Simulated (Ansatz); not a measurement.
**C2H8OSn (SMILES [CH3][SnH]([CH3])[OH]): PBE/def2-SVP (core potential)**

Aim: the electronic atomisation energy of C2H8OSn at PBE/def2-SVP (core potential), from 5 runs. 

The results are computed with Ansatz 0.2.0.

26 further runs of the same task are left out: 26 set aside as unsound or not needed. Runs told in other sessions of the task aren't counted.

### Step 1. The structure to begin with

C2H8OSn: 12 atoms, total charge 0, spin state singlet. As SMILES, `[CH3][SnH]([CH3])[OH]`. The coordinates come from a PBE0-D4/def2-TZVP relaxation. This is one conformer, not always the lowest.

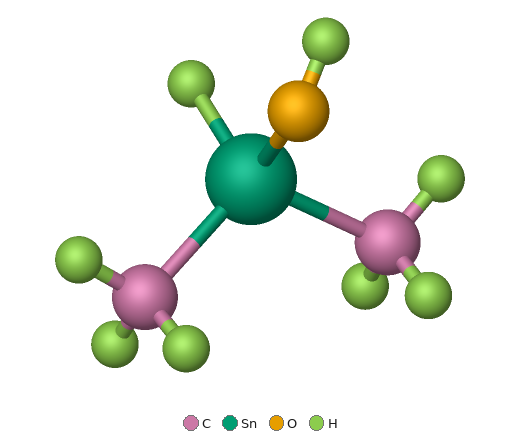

The structure, seen from a chosen angle (carbon pink, tin teal, oxygen amber, hydrogen green).

### Step 2. The energy at PBE/def2-SVP (core potential)

Contents of input.yaml:

```yaml
crystal:
  periodic: [false, false, false]
  atoms:
    - {symbol: C, position_ang: [-0.737300, 1.161600, -1.330200]}
    - {symbol: Sn, position_ang: [-0.473900, -0.166600, 0.310700]}
    - {symbol: C, position_ang: [1.517400, -0.173800, 1.086500]}
    - {symbol: O, position_ang: [-0.798900, -1.938100, -0.509600]}
    - {symbol: H, position_ang: [-1.759600, 1.088500, -1.700500]}
    - {symbol: H, position_ang: [-0.537700, 2.191200, -1.031000]}
    - {symbol: H, position_ang: [-0.050000, 0.883400, -2.129700]}
    - {symbol: H, position_ang: [-1.637800, 0.046600, 1.558200]}
    - {symbol: H, position_ang: [1.775800, 0.808400, 1.485200]}
    - {symbol: H, position_ang: [1.607000, -0.911900, 1.883800]}
    - {symbol: H, position_ang: [2.214500, -0.428400, 0.287800]}
    - {symbol: H, position_ang: [-1.042500, -2.616300, 0.122900]}
basis:
  gaussian:
    orbitals: def2-SVP
hamiltonian:
  xc: pbe
accuracy: high
output: {orbitals: {seedname: orbitals}}
```

Started as:

```bash
$ ansatz run input.yaml --threads 1 --pin off --max-ram 2610MiB --events-out events.jsonl --progress --plain --runs-dir runs
```

The program printed:

```text
Warning: RAYON_NUM_THREADS=1 ignored (pool sized by the plan → 1); use --threads N
Functional definition: PBE
  name "PBE"
  parameter kappa = 0.804
  parameter beta = 0.06672455060314922
  exchange = pbe_x(kappa = kappa, mu = beta*pi^2/3)
  correlation = pbe_c(beta = beta)
2661 factors; integrals over basis functions are off by at most 9.5e-9 eV
mean field evaluation 1: about -10055.0187 eV, gradient 9.2e1 eV
mean field evaluation 2: about -9986.6797 eV, gradient 1.8e2 eV
mean field evaluation 4: about -10073.6083 eV, gradient 1.4e1 eV
mean field evaluation 8: about -10074.0565 eV, gradient 5.6e-1 eV
mean field evaluation 16: about -10074.0572 eV, gradient 6.3e-5 eV
mean field -10074.05721654 eV, -370.2147742668 hartree, gradient 7.9e-9 eV, S^2 0.000000; 0 other end points of the search recorded, 0 dependent functions left out
reference -10074.05722076 eV, -370.2147744216 hartree; 25, 25 occupied and 83, 83 virtual orbitals, 2661 factors
Total energy: -10074.05722076 eV, -370.2147744216 hartree
```

It took 12 s on 1 thread of Arm Neoverse V1, shared host; peak memory 0.34 GiB.

### Step 3. The C atom

Contents of run.yaml:

```yaml
crystal:
  periodic: [false, false, false]
  atoms:
    - {symbol: C, position_ang: [0.000000, 0.000000, 0.000000]}
basis:
  gaussian:
    orbitals: def2-SVP
magnetization:
  spin_polarized: true
  initial_magnetization: 2
hamiltonian:
  xc: {name: PBE}
accuracy: high
```

Run the same way, it converges to -37.75124 Eh (log not shown).

### Step 4. The H atom

Contents of input.yaml:

```yaml
crystal:
  periodic: [false, false, false]
  atoms:
    - {symbol: H, position_ang: [0.000000, 0.000000, 0.000000]}
basis:
  gaussian: {orbitals: def2-SVP}
magnetization: {spin_polarized: true, initial_magnetization: 1}
hamiltonian: {xc: pbe}
accuracy: high
```

Run the same way, it converges to -0.49863 Eh (log not shown).

### Step 5. The O atom, same level

Contents of input.yaml:

```yaml
crystal:
  periodic: [false, false, false]
  atoms:
    - symbol: O
      position_ang: [0.000000, 0.000000, 0.000000]
basis:
  gaussian:
    orbitals: def2-SVP
magnetization:
  spin_polarized: true
  initial_magnetization: 2
hamiltonian:
  xc: {name: PBE}
accuracy: high
```

Run the same way, it converges to -74.91467 Eh (log not shown).

### Step 6. The Sn atom

Contents of job.yaml:

```yaml
basis:
  gaussian:
    orbitals: def2-SVP
crystal:
  periodic: [false, false, false]
  atoms:
    - {symbol: Sn, position_ang: [0.000000, 0.000000, 0.000000]}
magnetization:
  spin_polarized: true
  initial_magnetization: 2
hamiltonian:
  xc: {name: PBE}
accuracy: high
```

Run the same way, it converges to -214.24400 Eh (log not shown).

### Step 7. Results

At PBE/def2-SVP (core potential):

```
                     quantity          value
       molecule: total energy  -370.21477 Eh
        molecule: HOMO energy       -5.83 eV
        molecule: LUMO energy       -0.21 eV
      molecule: HOMO–LUMO gap        5.63 eV
         C atom: total energy   -37.75124 Eh
                 C atom: ⟨S²⟩          2.002
         H atom: total energy    -0.49863 Eh
                 H atom: ⟨S²⟩          0.750
         O atom: total energy   -74.91467 Eh
                 O atom: ⟨S²⟩          2.002
        Sn atom: total energy  -214.24400 Eh
                Sn atom: ⟨S²⟩          2.002
electronic atomisation energy      42.575 eV
```

What this shows: Taking the molecule apart into free atoms costs 42.57 eV (4108 kJ/mol), before zero-point energy and without spin-orbit coupling.
